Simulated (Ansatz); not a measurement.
# Geometry relaxation of TaN₂H₇ClO₂F (part 2 of 2)

Continued. System: TaN₂H₇ClO₂F. Method: RKS PBE/def2-SVP (Ansatz 0.2.0). The input holds or restrains some coordinates. It belongs to a series of runs on one base structure; here: pulled along the bonds that form and break, towards end B.

Geometry of the input (Å):
```
Ta 0.0000  0.0000  0.0000
O  2.3700  0.0000  0.0000
H  2.7071  -0.5308  0.7903
F  0.0000  0.0000  1.9300
O  0.0000  0.0000  -2.0200
H  -0.6343  -0.7100  -2.3571
N  -1.0800  1.8706  0.0000
H  -1.6414  2.1584  0.8518
H  -1.0486  2.5007  -0.8518
N  -1.0800  -1.8706  0.0000
H  -1.8056  -2.0636  0.7482
H  -0.8844  -2.5955  -0.7482
Cl 0.8734  -2.2249  1.3999
H  2.1134  -1.1502  0.7237
```

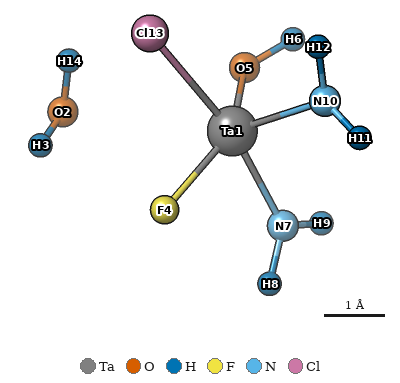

The geometry at step 12 of the log (ball-and-stick view, seen at a tilt; atoms are numbered from 1 in the order of the input).

Trajectory as extended XYZ, continued
```
14
Properties=species:S:1:pos:R:3:forces:R:3 step=4 energy=-23956.40508
Ta   -0.3093   -0.2268    0.0981    1.8686   2.1201  -1.2067
O     2.8021   -0.0992    0.0225   -1.0949  -1.3652   2.1777
H     2.9245   -0.3313    0.9939    1.6271   2.6293   0.7233
F    -0.0718    0.1526    1.9558   -0.5541   1.5740   0.1365
O     0.0043   -0.0541   -1.8801    0.0257  -0.6638   1.5442
H    -0.6045   -0.6734   -2.3574    0.4349   0.4531   0.0956
N    -1.0670    1.7625    0.0177   -0.0254  -1.1923   0.0857
H    -1.6031    2.1592    0.8116    0.4346  -0.0104  -0.2689
H    -1.0668    2.4277   -0.7919   -0.2140  -0.8424   0.5340
N    -1.3213   -1.8092   -0.1280   -3.2087  -0.2944  -1.4227
H    -1.8087   -2.1181    0.7258    0.0185  -0.5111  -0.3832
H    -0.9313   -2.5856   -0.7031   -0.5540   0.3173   0.5226
Cl    0.5891   -2.2679    1.4278    2.4963  -0.6003   0.1353
H     2.3533   -0.9523    0.2740   -1.2548  -1.6136  -2.6735
14
Properties=species:S:1:pos:R:3:forces:R:3 step=5 energy=-23957.97698
Ta   -0.3176   -0.2710    0.1274    1.0976   1.5336  -0.4447
O     2.8747   -0.1022    0.0761   -1.4596  -1.7846   1.3091
H     2.9772   -0.2260    1.0552    0.5306   1.1922   0.0098
F    -0.1095    0.2601    1.9632   -0.3470   0.8382  -0.0120
O     0.0332   -0.0925   -1.7974    0.1439  -0.5420   0.7260
H    -0.5772   -0.6467   -2.3472    0.4637   0.4147   0.2092
N    -1.0800    1.6858    0.0231   -0.2053  -0.8654   0.0282
H    -1.5652    2.1470    0.8125    0.4384  -0.1980  -0.0442
H    -1.0788    2.3554   -0.7729   -0.1302  -0.7292   0.1536
N    -1.4900   -1.7796   -0.2056   -1.8258  -0.2964  -0.3530
H    -1.8307   -2.1455    0.7070   -0.1310  -0.1610  -0.5805
H    -0.9826   -2.5616   -0.6860   -0.5501   0.4833   0.3781
Cl    0.6124   -2.2324    1.4102    1.6070  -0.2456  -0.2161
H     2.4237   -1.0068    0.1012    0.3679   0.3601  -1.1635
14
Properties=species:S:1:pos:R:3:forces:R:3 step=6 energy=-23958.90019
Ta   -0.3265   -0.2887    0.1595    0.6205   0.7008  -0.1133
O     2.8743   -0.0877    0.1266   -1.2226  -1.7688  -0.2912
H     2.9832   -0.1624    1.0925    0.0901   0.2855   0.3290
F    -0.1541    0.3507    1.9712   -0.1658   0.1840  -0.0085
O     0.1187   -0.1494   -1.7195    0.0759  -0.3761   0.1706
H    -0.5173   -0.6049   -2.3259    0.4670   0.3219   0.2376
N    -1.1301    1.5920    0.0145   -0.2630  -0.2168   0.2777
H    -1.4868    2.1256    0.8337    0.4016  -0.4060  -0.2684
H    -1.1222    2.2416   -0.7876   -0.1418  -0.4648  -0.0719
N    -1.6406   -1.7283   -0.2263   -0.5852   0.0007   0.1844
H    -1.9147   -2.1495    0.6807   -0.4023   0.0294  -0.2393
H    -1.0814   -2.4953   -0.6646   -0.3595   0.3173   0.0817
Cl    0.7262   -2.2096    1.3367    0.8612  -0.0316  -0.3270
H     2.5607   -1.0499   -0.0245    0.6238   1.4247   0.0388
14
Properties=species:S:1:pos:R:3:forces:R:3 step=7 energy=-23959.41939
Ta   -0.3137   -0.3067    0.1937    0.3973  -0.0902  -0.1438
O     2.8746   -0.0732    0.0996   -0.7233  -1.0771  -0.0647
H     2.9531   -0.0861    1.0755    0.0350   0.0619  -0.0035
F    -0.1742    0.3542    1.9994   -0.0220   0.0485  -0.0355
O     0.2622   -0.1986   -1.6472   -0.2379  -0.3424   0.0015
H    -0.3894   -0.5438   -2.3084    0.4986   0.2585   0.2832
N    -1.1644    1.5131    0.0152   -0.1600   0.3616   0.3384
H    -1.3998    2.0911    0.8532    0.2285  -0.4384  -0.5523
H    -1.2394    2.1040   -0.8306   -0.1062  -0.3671   0.1822
N    -1.7427   -1.6579   -0.2016    0.0236   0.0707   0.3524
H    -2.1037   -2.1077    0.6588   -0.3608   0.2288  -0.1563
H    -1.2252   -2.4405   -0.6498   -0.1784   0.1202  -0.0322
Cl    0.8570   -2.2126    1.2729    0.3656   0.0806  -0.3525
H     2.6953   -1.0513   -0.0639    0.2401   1.0844   0.1831
14
Properties=species:S:1:pos:R:3:forces:R:3 step=9 energy=-23959.81134
Ta   -0.2900   -0.3675    0.1645    0.2609  -0.3065   0.0463
O     2.8865    0.0388    0.1482   -0.3982  -0.7032   0.1035
H     3.0097    0.0239    1.1226   -0.0495   0.0318  -0.2022
F    -0.0774    0.2768    1.9604    0.0875   0.0785   0.1076
O     0.3790   -0.2909   -1.6379   -0.2521  -0.1666  -0.1324
H    -0.2608   -0.5165   -2.3519    0.3660   0.1071   0.1607
N    -1.1536    1.4360    0.0294   -0.2072   0.3082  -0.0552
H    -1.3131    2.0191    0.8706    0.0883  -0.1832  -0.3689
H    -1.3934    1.9669   -0.8290    0.0358  -0.2839   0.3782
N    -1.8345   -1.5951   -0.1755    0.0443  -0.3050   0.6282
H    -2.4336   -1.8986    0.6256    0.0556   0.4591  -0.5686
H    -1.4084   -2.4830   -0.5139   -0.1839   0.1696   0.0393
Cl    0.9589   -2.2872    1.0948    0.1380   0.0446  -0.3096
H     2.8203   -0.9385   -0.0409    0.0144   0.7495   0.1731
14
Properties=species:S:1:pos:R:3:forces:R:3 step=10 energy=-23959.96287
Ta   -0.2716   -0.3990    0.1760    0.3171  -0.1400  -0.0806
O     2.8987    0.0990    0.1611   -0.4094  -0.6873   0.2059
H     2.9820    0.0619    1.1395   -0.0139   0.0920  -0.2046
F    -0.0159    0.2649    1.9610    0.1312  -0.0536   0.0634
O     0.4121   -0.3240   -1.6209   -0.2228  -0.0894  -0.0739
H    -0.2015   -0.5217   -2.3614    0.2860   0.0627   0.1274
N    -1.1634    1.3932    0.0398   -0.0332   0.0398  -0.0855
H    -1.2838    1.9986    0.8627    0.0225  -0.0343  -0.1175
H    -1.4230    1.9026   -0.8188   -0.0188  -0.1570   0.1824
N    -1.8377   -1.5775   -0.1532   -0.4373  -0.6045   0.8385
H    -2.5741   -1.7727    0.5768    0.5039   0.4669  -0.8631
H    -1.4826   -2.5148   -0.4444   -0.2035   0.3169   0.1326
Cl    1.0051   -2.3529    0.9910    0.0774   0.1600  -0.2195
H     2.8452   -0.8735   -0.0423    0.0006   0.6278   0.0946
14
Properties=species:S:1:pos:R:3:forces:R:3 step=11 energy=-23960.11986
Ta   -0.2555   -0.4359    0.1567    0.3899  -0.1029   0.0445
O     2.9014    0.1504    0.1893   -0.3801  -0.6656   0.1197
H     2.9580    0.1348    1.1686   -0.0086   0.0525  -0.1555
F     0.0643    0.2167    1.9394    0.1232  -0.0714  -0.0414
O     0.4463   -0.3403   -1.6300   -0.2888  -0.0831  -0.1696
H    -0.1199   -0.5205   -2.4108    0.2730   0.0429   0.1829
N    -1.1633    1.3460    0.0534   -0.0498  -0.0059  -0.0662
H    -1.2290    1.9753    0.8625   -0.0289  -0.0120  -0.0619
H    -1.5045    1.8164   -0.7967    0.0254  -0.0627   0.1252
N    -1.8603   -1.5665   -0.1220   -0.3775  -0.4606   0.6750
H    -2.6827   -1.6128    0.5253    0.4905   0.2895  -0.6878
H    -1.5890   -2.5484   -0.3360   -0.1525   0.3010   0.0936
Cl    1.0473   -2.4065    0.8738    0.0057   0.1587  -0.1803
H     2.8766   -0.8246   -0.0067   -0.0216   0.6195   0.1218
14
Properties=species:S:1:pos:R:3:forces:R:3 step=12 energy=-23960.26161
Ta   -0.2213   -0.4578    0.1444    0.3046  -0.2471  -0.0548
O     2.9185    0.1970    0.2228   -0.4537  -0.6433   0.2525
H     2.8605    0.2048    1.2055    0.0589   0.0173  -0.2997
F     0.1669    0.1107    1.9399    0.0796   0.0752  -0.0199
O     0.4282   -0.3245   -1.6554   -0.2725  -0.0050  -0.2896
H    -0.0834   -0.5476   -2.4618    0.2681   0.0244   0.2558
N    -1.1533    1.3090    0.0588   -0.0061   0.1187   0.0277
H    -1.2989    1.9467    0.8537    0.0076  -0.0976  -0.0918
H    -1.4556    1.7629   -0.8152    0.0299  -0.0290   0.1417
N    -1.8537   -1.5541   -0.0496   -0.3720  -0.3261   0.5230
H    -2.7557   -1.4394    0.4594    0.5170   0.1051  -0.5375
H    -1.6566   -2.5660   -0.1671   -0.1435   0.2703   0.0974
Cl    1.0861   -2.4768    0.6907   -0.0014   0.1461  -0.1419
H     2.9080   -0.7808    0.0408   -0.0165   0.5909   0.1373
14
Properties=species:S:1:pos:R:3:forces:R:3 step=14 energy=-23960.45686
Ta   -0.2077   -0.5049    0.0718    0.4425  -0.0057  -0.0415
O     2.9010    0.2628    0.3011   -0.3519  -0.6221  -0.0193
H     2.8224    0.3470    1.2726   -0.0322   0.0288  -0.0416
F     0.2738   -0.0312    1.8762    0.0483   0.0119  -0.0337
O     0.3074   -0.2405   -1.7633   -0.1200  -0.0575   0.0954
H     0.0296   -0.6668   -2.5936    0.0741  -0.0019   0.1050
N    -1.1269    1.2676    0.0592   -0.0074   0.0562   0.0427
H    -1.3682    1.8366    0.8820    0.0575  -0.0670  -0.0516
H    -1.3350    1.7919   -0.7988   -0.0057   0.0054   0.0094
N    -1.8574   -1.5735    0.1020   -0.2913  -0.0942   0.2009
H    -2.8089   -1.2303    0.3057    0.3194  -0.0905  -0.1850
H    -1.8012   -2.5978    0.2042   -0.0243   0.1655  -0.0311
Cl    1.1317   -2.5530    0.3531   -0.0726   0.1691  -0.0861
H     2.9291   -0.7238    0.1945   -0.0364   0.5019   0.0364
14
Properties=species:S:1:pos:R:3:forces:R:3 step=15 energy=-23960.48445
Ta   -0.2151   -0.5090    0.0895    0.4722  -0.0672   0.0514
O     2.8924    0.2704    0.2559   -0.3484  -0.6180   0.0116
H     2.7857    0.4520    1.2107   -0.0162  -0.0127  -0.0106
F     0.3301   -0.0678    1.8821    0.0474   0.0622   0.0336
O     0.2452   -0.2334   -1.7483   -0.0160  -0.1401  -0.1995
H     0.1246   -0.7773   -2.5489    0.0528   0.0944   0.1540
N    -1.1175    1.2700    0.0891    0.0237  -0.0233   0.0371
H    -1.3275    1.8110    0.9368   -0.0013   0.0403  -0.0216
H    -1.3415    1.8168   -0.7505    0.0116   0.0021   0.0246
N    -1.8632   -1.5711    0.1577   -0.0962  -0.0126  -0.0485
H    -2.8139   -1.1968    0.1087   -0.0114  -0.0277   0.0363
H    -1.8565   -2.5914    0.2571    0.0120  -0.0167  -0.0099
Cl    1.1295   -2.5665    0.2842   -0.0878   0.1867  -0.0534
H     2.9173   -0.7226    0.2427   -0.0424   0.5326  -0.0052
14
Properties=species:S:1:pos:R:3:forces:R:3 step=16 energy=-23960.48947
Ta   -0.2245   -0.5118    0.1072    0.5027   0.1167   0.0085
O     2.8704    0.3149    0.2676   -0.3591  -0.5069  -0.2092
H     2.7852    0.3982    1.2345   -0.0333   0.0103   0.1514
F     0.3284   -0.0633    1.8972    0.0098  -0.0344  -0.0346
O     0.2780   -0.2327   -1.7266   -0.0565   0.0935   0.1702
H     0.1757   -0.8554   -2.4619    0.0067  -0.1176  -0.1805
N    -1.1045    1.2785    0.0938   -0.0229  -0.0439   0.0099
H    -1.3116    1.8442    0.9258    0.0290   0.0112   0.0038
H    -1.3293    1.8090   -0.7562    0.0278  -0.0046   0.0019
N    -1.8789   -1.5692    0.1440    0.0114  -0.0738  -0.0019
H    -2.8331   -1.2049    0.1522   -0.0630   0.0213   0.0028
H    -1.8628   -2.5926    0.2096    0.0037  -0.0125  -0.0010
Cl    1.1319   -2.5630    0.2309   -0.0849   0.1660   0.0178
H     2.8646   -0.6676    0.1488    0.0287   0.3749   0.0609
14
Properties=species:S:1:pos:R:3:forces:R:3 step=17 energy=-23960.48853
Ta   -0.2393   -0.4996    0.0885    0.4856  -0.1195  -0.0873
O     2.8601    0.3028    0.2899   -0.3398  -0.6332   0.1828
H     2.6677    0.3878    1.2521    0.0689  -0.1016  -0.3328
F     0.3491   -0.0553    1.8693   -0.0005  -0.0083   0.0102
O     0.2309   -0.2316   -1.7566   -0.0834  -0.1488  -0.0644
H     0.1786   -0.8798   -2.4857    0.0274   0.1485   0.1328
N    -1.1135    1.2918    0.0972    0.0498   0.1034   0.0684
H    -1.2568    1.8808    0.9297    0.0110  -0.0765  -0.0741
H    -1.3050    1.8393   -0.7507   -0.0245  -0.0295  -0.0039
N    -1.8783   -1.5872    0.1466   -0.1332   0.0673   0.0458
H    -2.8422   -1.2354    0.1969    0.1602  -0.0729  -0.0234
H    -1.8421   -2.6118    0.2054   -0.0051   0.0515  -0.0022
Cl    1.1455   -2.5340    0.2077   -0.1058   0.1452  -0.0010
H     2.9347   -0.6838    0.1766   -0.1106   0.6744   0.1490
14
Properties=species:S:1:pos:R:3:forces:R:3 step=19 energy=-23960.49222 accepted=F
Ta   -0.2558   -0.5357    0.0500    0.5461   0.0095   0.1401
O     2.8166    0.3467    0.3252   -0.3347  -0.6406   0.0245
H     2.5722    0.4875    1.2623   -0.0107   0.0366  -0.0214
F     0.3429   -0.1334    1.8377    0.0375  -0.0092   0.0401
O     0.1444   -0.2766   -1.8048   -0.0764  -0.0597   0.0094
H     0.2217   -0.8461   -2.5867    0.0272  -0.0044  -0.0150
N    -1.0098    1.3090    0.0853   -0.1448  -0.0763  -0.0124
H    -1.1175    1.8976    0.9200    0.0362  -0.0061  -0.0071
H    -1.2226    1.8505   -0.7613    0.0322   0.0024   0.0109
N    -1.8945   -1.6055    0.2327   -0.1113  -0.0075  -0.1438
H    -2.8638   -1.2783    0.2894    0.0579   0.0116   0.0045
H    -1.8489   -2.6322    0.2019    0.0012   0.0812   0.0345
Cl    1.1478   -2.5550    0.1224   -0.0629   0.1760  -0.0077
H     2.8568   -0.6444    0.2926    0.0026   0.4866  -0.0566
14
Properties=species:S:1:pos:R:3:forces:R:3 step=20 energy=-23960.50066
Ta   -0.2359   -0.5202    0.0727    0.4387  -0.0599   0.0011
O     2.8482    0.3295    0.3085   -0.3455  -0.6181  -0.0316
H     2.6065    0.4340    1.2513    0.0142  -0.0130  -0.0339
F     0.3616   -0.0970    1.8563    0.0241   0.0046   0.0325
O     0.1836   -0.2602   -1.7797   -0.0212  -0.0946  -0.0627
H     0.2067   -0.8675   -2.5403    0.0112   0.0725   0.0747
N    -1.0653    1.2907    0.0971   -0.0097  -0.0061   0.0027
H    -1.1899    1.8745    0.9331    0.0070  -0.0003  -0.0075
H    -1.2856    1.8316   -0.7477    0.0090  -0.0029   0.0031
N    -1.8852   -1.5833    0.1841   -0.0366   0.0339  -0.0234
H    -2.8463   -1.2313    0.2072    0.0290  -0.0034   0.0068
H    -1.8568   -2.6076    0.2232    0.0032  -0.0207   0.0044
Cl    1.1560   -2.5499    0.1750   -0.0990   0.1754  -0.0117
H     2.8920   -0.6592    0.2260   -0.0244   0.5328   0.0454
```

Summary

| quantity | value |
| --- | --- |
| outcome | converged under the restraints of the input |
| total energy | −23960.5007 eV |
| mean-field energy | −23960.5007 eV |
| largest force (length of the vector) at the end, held atoms and coordinates included | 0.709 eV/Å |
| hardware | 4 threads of AMD EPYC (Zen 5), 32 GiB of memory available, shared host |
| wall time | 20 s (CPU time 73 s) |
| peak memory | 0.26 GiB |
